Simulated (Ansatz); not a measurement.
## Run report: C2H4InN, geometry relaxation (part 1 of 2)

The run: geometry relaxation of C2H4InN. Method and program: RKS PBE-D4/def2-SVP (Ansatz 0.2.0).

The geometry: force-field start.

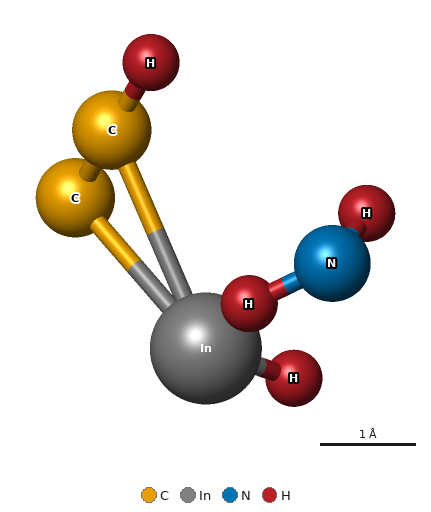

The structure as given in the input (ball-and-stick view, seen at a tilt). Sticks mark near contacts. Bond lengths as drawn: C–C 1.19 Å, C–H 1.09 Å, C–In 2.37 to 2.51 Å, H–In 1.28 Å and H–N 1.00 to 1.06 Å.

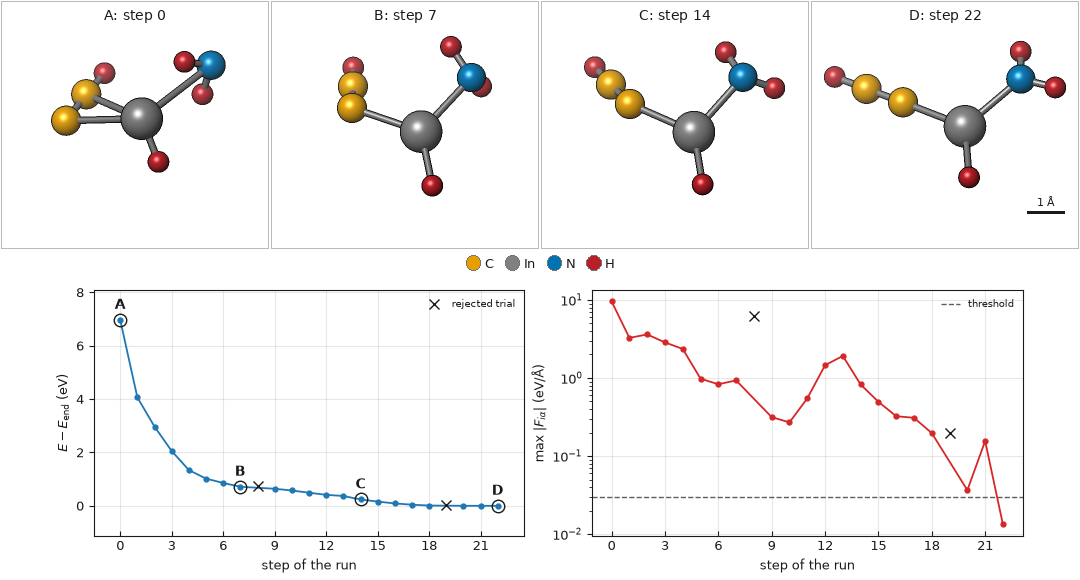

Frames of the relaxation (ball-and-stick view, seen at a tilt) above the curves, on which the letters mark them (the first geometry is step 0 here and step 1 in the log).

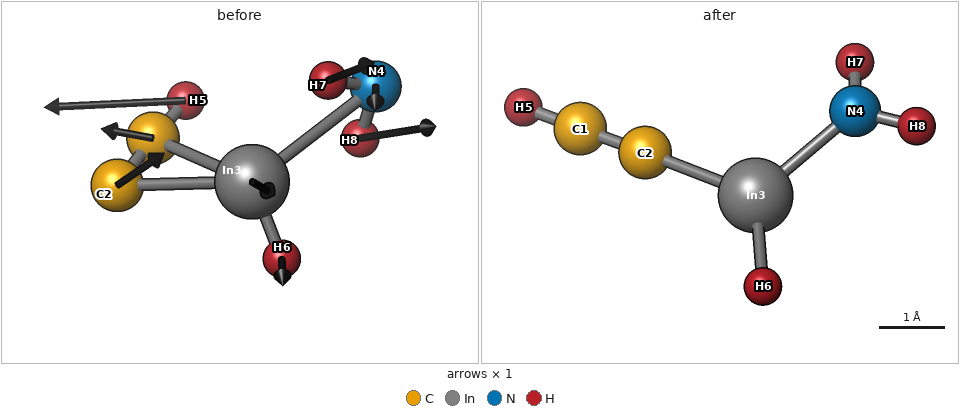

Before (left) and after (right) the relaxation, at one scale (ball-and-stick view, seen at a tilt). The black arrows give the displacements, at true length. The largest move after the best rigid fit is that of H5, 2.21 Å. By element the largest moves are H 2.21 Å, C 1.02 Å, In 0.70 Å, N 0.61 Å. Among the contacts that change: C1–In3 2.514 → 3.341 Å, In3–N4 2.688 → 2.029 Å, In3–H6 1.282 → 1.718 Å, C2–In3 2.372 → 2.110 Å. New bonds form: In3–N4 (2.69 → 2.03 Å). Bonds break: C1–In3 (2.51 → 3.34 Å). Among the angles that change: C1–C2–In3 82.7° → 179.2°, In3–N4–H7 40.1° → 121.4°, In3–N4–H8 72.1° → 123.0°. The energy falls by 6.967 eV in 22 geometry steps. The largest force component goes from 9.6 to 0.013 eV/Å. The line search rejected the trial steps at points 8, 19 (counted from 0) and went back. (Atoms are counted from 1 in the order of the input.)

The input and output of the run follow.

### Input file
```yaml
crystal:
  periodic: [false, false, false]
  atoms:
    - {symbol: C, position_ang: [0.917900, 1.132500, -1.014200]}
    - {symbol: C, position_ang: [1.506200, 1.667300, -0.132500]}
    - {symbol: In, position_ang: [0.493900, -0.037400, 1.170100]}
    - {symbol: N, position_ang: [-1.126100, -1.725400, -0.153900]}
    - {symbol: H, position_ang: [0.308600, 0.736700, -1.828200]}
    - {symbol: H, position_ang: [-0.285600, 0.556100, 1.997300]}
    - {symbol: H, position_ang: [-0.164900, -1.633300, 0.105600]}
    - {symbol: H, position_ang: [-1.557900, -0.753600, -0.199900]}
basis:
  gaussian: {orbitals: def2-SVP}
hamiltonian: {xc: pbe, dispersion: d4}
relax: {f_tol: 0.03, max_steps: 200}
```

Launched with:
```bash
ansatz run in.yaml --threads 2 --pin off --events-out ev --progress --plain --max-ram 4352MiB
```

### Log
```
Functional definition: PBE
  name "PBE"
  cite "Perdew, Burke & Ernzerhof, Phys. Rev. Lett. 77, 3865 (1996) doi:10.1103/PhysRevLett.77.3865"
  parent pbe
  parameter kappa = 0.804
  parameter beta = 0.06672455060314922
  exchange = pbe_x(kappa = kappa, mu = beta*pi^2/3)
  correlation = pbe_c(beta = beta)
1036 factors; their error is unknown
mean field evaluation 1: about -8765.7124 eV, gradient 8.6e1 eV
mean field evaluation 2: about -8624.9058 eV, gradient 1.8e2 eV
mean field evaluation 4: about -8745.3152 eV, gradient 1.0e2 eV
mean field evaluation 8: about -8771.9429 eV, gradient 5.1e1 eV
mean field evaluation 16: about -8786.2057 eV, gradient 2.0e-5 eV
mean field -8786.20572883 eV, -322.8871050303 hartree, gradient 2.0e-5 eV, S^2 0.000000; 1 other end points of the search recorded, 0 dependent functions left out
the calculation of the forces begins
reference -8786.20577218 eV, -322.8871066235 hartree; 22, 22 occupied and 66, 66 virtual orbitals, 1036 factors
relax step   1: F+E_penalty+E_count = -8786.35783022 eV  Δ(F+E_penalty+E_count) = +0.000e0 eV  max|allowed force component| = 9.598e0 eV/Å  Δτ_max = 0.0000 Å  (85 SCF iters, accepted)
these checks for a lower state are left out or cut short: starts, cluster_reference, orbital_swaps, neighbouring_geometries, increment
1036 factors; their error is unknown
mean field evaluation 32: about -8789.1126 eV, gradient 6.2e-3 eV
mean field -8789.11257678 eV, -322.9939297223 hartree, gradient 1.7e-5 eV, S^2 0.000000; 0 other end points of the search recorded, 0 dependent functions left out
[... from here on the field's lines of each further geometry are left out, up to the last ...]
relax step   2: F+E_penalty+E_count = -8789.26292257 eV  Δ(F+E_penalty+E_count) = -2.905e0 eV  max|allowed force component| = 3.264e0 eV/Å  Δτ_max = 0.1937 Å  (42 SCF iters, accepted)
relax step   3: F+E_penalty+E_count = -8790.35749130 eV  Δ(F+E_penalty+E_count) = -1.095e0 eV  max|allowed force component| = 3.616e0 eV/Å  Δτ_max = 0.1957 Å  (37 SCF iters, accepted)
relax step   4: F+E_penalty+E_count = -8791.27208306 eV  Δ(F+E_penalty+E_count) = -9.146e-1 eV  max|allowed force component| = 2.857e0 eV/Å  Δτ_max = 0.1948 Å  (36 SCF iters, accepted)
relax step   5: F+E_penalty+E_count = -8791.98445063 eV  Δ(F+E_penalty+E_count) = -7.124e-1 eV  max|allowed force component| = 2.354e0 eV/Å  Δτ_max = 0.1949 Å  (35 SCF iters, accepted)
relax step   6: F+E_penalty+E_count = -8792.30560088 eV  Δ(F+E_penalty+E_count) = -3.212e-1 eV  max|allowed force component| = 9.800e-1 eV/Å  Δτ_max = 0.2000 Å  (36 SCF iters, accepted)
relax step   7: F+E_penalty+E_count = -8792.46776598 eV  Δ(F+E_penalty+E_count) = -1.622e-1 eV  max|allowed force component| = 8.307e-1 eV/Å  Δτ_max = 0.1998 Å  (36 SCF iters, accepted)
relax step   8: F+E_penalty+E_count = -8792.61081952 eV  Δ(F+E_penalty+E_count) = -1.431e-1 eV  max|allowed force component| = 9.313e-1 eV/Å  Δτ_max = 0.1959 Å  (30 SCF iters, accepted)
relax step   9: F+E_penalty+E_count = -8792.59965920 eV  Δ(F+E_penalty+E_count) = +1.116e-2 eV  max|allowed force component| = 6.173e0 eV/Å  Δτ_max = 0.1950 Å  (36 SCF iters, rejected (line search))
relax step  10: F+E_penalty+E_count = -8792.68526822 eV  Δ(F+E_penalty+E_count) = -7.445e-2 eV  max|allowed force component| = 3.149e-1 eV/Å  Δτ_max = 0.0958 Å  (30 SCF iters, accepted)
relax step  11: F+E_penalty+E_count = -8792.75048699 eV  Δ(F+E_penalty+E_count) = -6.522e-2 eV  max|allowed force component| = 2.701e-1 eV/Å  Δτ_max = 0.0971 Å  (29 SCF iters, accepted)
relax step  12: F+E_penalty+E_count = -8792.83404679 eV  Δ(F+E_penalty+E_count) = -8.356e-2 eV  max|allowed force component| = 5.478e-1 eV/Å  Δτ_max = 0.1463 Å  (29 SCF iters, accepted)
relax step  13: F+E_penalty+E_count = -8792.91317746 eV  Δ(F+E_penalty+E_count) = -7.913e-2 eV  max|allowed force component| = 1.457e0 eV/Å  Δτ_max = 0.1953 Å  (30 SCF iters, accepted)
relax step  14: F+E_penalty+E_count = -8792.95620371 eV  Δ(F+E_penalty+E_count) = -4.303e-2 eV  max|allowed force component| = 1.917e0 eV/Å  Δτ_max = 0.1954 Å  (29 SCF iters, accepted)
relax step  15: F+E_penalty+E_count = -8793.08571544 eV  Δ(F+E_penalty+E_count) = -1.295e-1 eV  max|allowed force component| = 8.255e-1 eV/Å  Δτ_max = 0.1949 Å  (30 SCF iters, accepted)
relax step  16: F+E_penalty+E_count = -8793.16593398 eV  Δ(F+E_penalty+E_count) = -8.022e-2 eV  max|allowed force component| = 4.950e-1 eV/Å  Δτ_max = 0.2000 Å  (29 SCF iters, accepted)
relax step  17: F+E_penalty+E_count = -8793.23561245 eV  Δ(F+E_penalty+E_count) = -6.968e-2 eV  max|allowed force component| = 3.237e-1 eV/Å  Δτ_max = 0.2000 Å  (29 SCF iters, accepted)
relax step  18: F+E_penalty+E_count = -8793.28170768 eV  Δ(F+E_penalty+E_count) = -4.610e-2 eV  max|allowed force component| = 3.088e-1 eV/Å  Δτ_max = 0.2000 Å  (29 SCF iters, accepted)
relax step  19: F+E_penalty+E_count = -8793.31485492 eV  Δ(F+E_penalty+E_count) = -3.315e-2 eV  max|allowed force component| = 1.966e-1 eV/Å  Δτ_max = 0.1998 Å  (28 SCF iters, accepted)
relax step  20: F+E_penalty+E_count = -8793.31264012 eV  Δ(F+E_penalty+E_count) = +2.215e-3 eV  max|allowed force component| = 1.974e-1 eV/Å  Δτ_max = 0.2000 Å  (28 SCF iters, rejected (line search))
relax step  21: F+E_penalty+E_count = -8793.32394224 eV  Δ(F+E_penalty+E_count) = -9.087e-3 eV  max|allowed force component| = 3.654e-2 eV/Å  Δτ_max = 0.1000 Å  (29 SCF iters, accepted)
relax step  22: F+E_penalty+E_count = -8793.32446585 eV  Δ(F+E_penalty+E_count) = -5.236e-4 eV  max|allowed force component| = 1.555e-1 eV/Å  Δτ_max = 0.0702 Å  (28 SCF iters, accepted)
the calculation of the forces begins
reference -8793.18711759 eV, -323.1436663351 hartree; 22, 22 occupied and 66, 66 virtual orbitals, 1036 factors
relax step  23: F+E_penalty+E_count = -8793.32528136 eV  Δ(F+E_penalty+E_count) = -8.155e-4 eV  max|allowed force component| = 1.329e-2 eV/Å  Δτ_max = 0.0123 Å  (30 SCF iters, accepted)
1036 factors; their error is unknown
mean field evaluation 192: about -8778.1745 eV, gradient 7.9e1 eV
mean field -8793.18707111 eV, -323.1436646270 hartree, gradient 2.0e-5 eV, S^2 0.000000; 1 other end points of the search recorded, 0 dependent functions left out
the calculation of the forces begins
reference -8793.18711759 eV, -323.1436663351 hartree; 22, 22 occupied and 66, 66 virtual orbitals, 1036 factors
Total energy: -8793.32532784 eV, -323.1487454681 hartree
Atom 0 at     1.413792     1.608171    -1.589563 Å, force     0.003146     0.001849    -0.003563 eV/Å
Atom 1 at     0.834880     1.061382    -0.649923 Å, force    -0.001502    -0.003307     0.001653 eV/Å
Atom 2 at    -0.164302     0.151879     0.970228 Å, force     0.006976     0.013288     0.002572 eV/Å
Atom 3 at    -0.977222    -1.640302     0.474187 Å, force    -0.001278    -0.006365    -0.007533 eV/Å
Atom 4 at     1.924811     2.085708    -2.416319 Å, force    -0.000506     0.001396    -0.001468 eV/Å
Atom 5 at    -0.221602     0.738998     2.583889 Å, force    -0.001033     0.000649     0.005503 eV/Å
Atom 6 at    -1.078390    -1.927108    -0.502313 Å, force    -0.001266    -0.003229     0.003328 eV/Å
Atom 7 at    -1.639867    -2.135829     1.074114 Å, force    -0.004537    -0.004280    -0.000491 eV/Å
Dipole moment:    -0.205782    -0.133433    -0.005504 e Å
```

### Trajectory as extended XYZ (Å, eV, eV/Å), 23 frames, from step=1 to step=23
```
8
Properties=species:S:1:pos:R:3:forces:R:3 step=1 energy=-8786.35783
C     0.9179    1.1325   -1.0142   -4.3522  -3.7748  -6.2034
C     1.5062    1.6673   -0.1325    3.9036   2.3917   6.5297
In    0.4939   -0.0374    1.1701    7.6676  -4.9068  -9.2878
N    -1.1261   -1.7254   -0.1539   -2.1419   0.9406   0.6922
H     0.3086    0.7367   -1.8282    0.2505   0.1564  -0.0988
H    -0.2856    0.5561    1.9973   -8.3058   6.3968   9.5977
H    -0.1649   -1.6333    0.1056    2.6288  -0.5416  -1.1196
H    -1.5579   -0.7536   -0.1999    0.3494  -0.6623  -0.1101
8
Properties=species:S:1:pos:R:3:forces:R:3 step=2 energy=-8789.26292
C     0.9019    1.1004   -1.0434   -0.2892  -0.1498  -0.4562
C     1.5312    1.6112   -0.0788    0.4341  -0.3691   0.4560
In    0.4926   -0.0101    1.0816    0.7227  -1.1163  -2.2940
N    -1.1529   -1.7213   -0.0472    1.2636   0.9590   1.5259
H     0.3022    0.7477   -1.8723    0.0238   0.0519  -0.4279
H    -0.3663    0.6267    2.1586   -1.9291   1.6431   3.2642
H    -0.0865   -1.6659   -0.0462   -0.5636  -0.6387  -1.7318
H    -1.5300   -0.7458   -0.2079    0.3376  -0.3801  -0.3363
8
Properties=species:S:1:pos:R:3:forces:R:3 step=3 energy=-8790.35749
C     0.9012    1.0879   -1.0648    0.3320   0.3156   0.5261
C     1.5419    1.5595   -0.0684   -0.1490  -0.6532  -0.6061
In    0.4103   -0.0063    1.0479   -1.0842  -0.4350  -0.3729
N    -1.1292   -1.6845    0.1370    3.6157   1.9112   0.1614
H     0.3083    0.7637   -1.9112    0.0625   0.1031  -0.4297
H    -0.4035    0.6713    2.3014   -0.3126   0.5875   1.4664
H    -0.0444   -1.7015   -0.2340   -2.8123  -0.7299  -0.5863
H    -1.4926   -0.7471   -0.2637    0.3479  -1.0993  -0.1589
8
Properties=species:S:1:pos:R:3:forces:R:3 step=4 energy=-8791.27208
C     0.8993    1.0751   -1.0757    0.1271   0.1901   0.3223
C     1.5404    1.5024   -0.0644   -0.1561  -0.6137  -0.3698
In    0.2863   -0.0025    1.0490   -0.6747   0.4382   0.2465
N    -1.0150   -1.5920    0.2649    2.8575   1.4403  -2.0435
H     0.3150    0.7849   -1.9444    0.1592   0.1533  -0.3078
H    -0.3936    0.7114    2.4132    0.0403   0.3025   0.9016
H    -0.0680   -1.7530   -0.3713   -2.7969  -0.4043   0.7349
H    -1.4722   -0.7835   -0.3269    0.4437  -1.5064   0.5158
8
Properties=species:S:1:pos:R:3:forces:R:3 step=5 energy=-8791.98445
C     0.9074    1.0653   -1.0980    0.1704   0.3478   0.3015
C     1.5564    1.4375   -0.0724   -0.3752  -0.5975  -0.3978
In    0.1859    0.1161    1.1091   -0.3348   0.1545   0.1066
N    -0.8960   -1.5419    0.2693    1.1896   0.7283  -2.3538
H     0.3340    0.8250   -1.9925    0.2275   0.1245  -0.1596
H    -0.3644    0.7752    2.5950    0.1135   0.0640   0.2980
H    -0.1469   -1.8434   -0.4890   -1.4838   0.2554   1.3623
H    -1.4842   -0.8909   -0.3772    0.4928  -1.0770   0.8429
```
